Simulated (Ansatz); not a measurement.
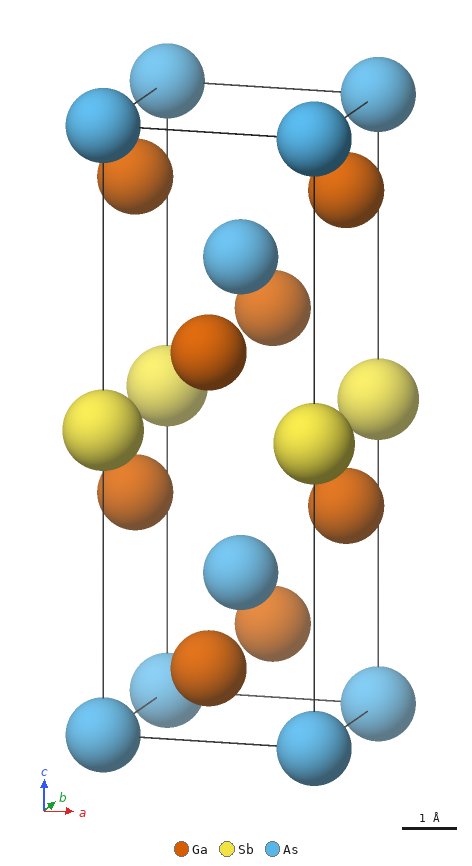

A spheres-only rendering, viewed slightly off an axis. The parallelepiped is the simulation cell.

The run was set up as follows:
```yaml
crystal:
  lattice:
    - [4.1484388, 0.0, 0.0]
    - [0.0, 4.1484388, 0.0]
    - [0.0, 0.0, 11.7292885]
  atoms:
    - { symbol: Ga, position: [0.5, 0.0, 0.638531] }
    - { symbol: Ga, position: [0.0, 0.5, 0.879645] }
    - { symbol: Ga, position: [0.5, 0.0, 0.120355] }
    - { symbol: Ga, position: [0.0, 0.5, 0.361469] }
    - { symbol: Sb, position: [0.0, 0.0, 0.5] }
    - { symbol: As, position: [0.0, 0.0, 0.0] }
    - { symbol: As, position: [0.5, 0.5, 0.240965] }
    - { symbol: As, position: [0.5, 0.5, 0.759035] }
basis:
  ecutwfc: 500
kpoints:
  mp_grid: { grid: [10, 10, 4] }
  band_path:
    path:
      - [[0.0, 0.0, 0.0], [0.0, 0.5, 0.0], [0.5, 0.5, 0.0], [0.0, 0.0, 0.0], [0.0, 0.0, 0.5], [0.0, 0.5, 0.5], [0.5, 0.5, 0.5], [0.0, 0.0, 0.5]]
      - [[0.0, 0.5, 0.0], [0.0, 0.5, 0.5]]
      - [[0.5, 0.5, 0.0], [0.5, 0.5, 0.5]]
    npoints: 14
hamiltonian:
  xc: r2scan
scf:
  occupations: { method: gaussian, width: 0.1 }
  n_extra_bands: 20
output:
  forces: true
  stress: true
  eigenvalues: true
  populations: true
  dos: { projected: true, de: 0.02, nscf_kmesh: { grid: [12, 12, 5] } }
  bader: true
  write_density: true
  write_potential: true
  elf: true
  volumetric_format: npy
```
Run as:
```sh
ansatz run input.yaml --threads 4 --pin off --max-ram 8192MiB --backend cpu --events-out ev --progress --plain --runs-dir out
```

Computational set-up: Ansatz 0.2.0, DFT r2SCAN, scalar-relativistic, plane waves, PAW, 500 eV cutoff, k-mesh 10×10×4, Gaussian smearing of 0.1 eV, no spin polarisation.

### What net charge does each kind of atom have (Bader)?

Ga +0.56 to +0.74 e; Sb -0.40 e; As -0.74 e.

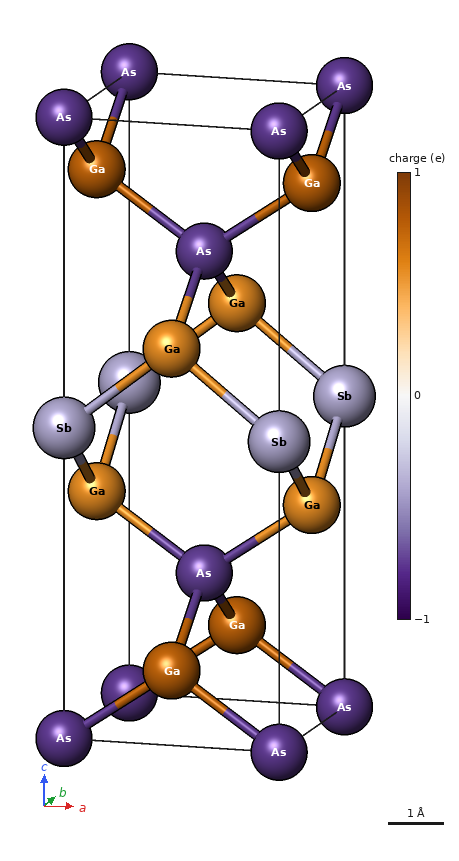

The atoms coloured by those charges.

The structure was taken from a structure type filled with these elements by a generator (whether the compound takes this form wasn't checked). Earlier steps of the study, as a rule a relaxation of our own, may have changed the cell and positions, so they can lie some per cent off the listed ones. An electronic-structure calculation with Ansatz was run on it.
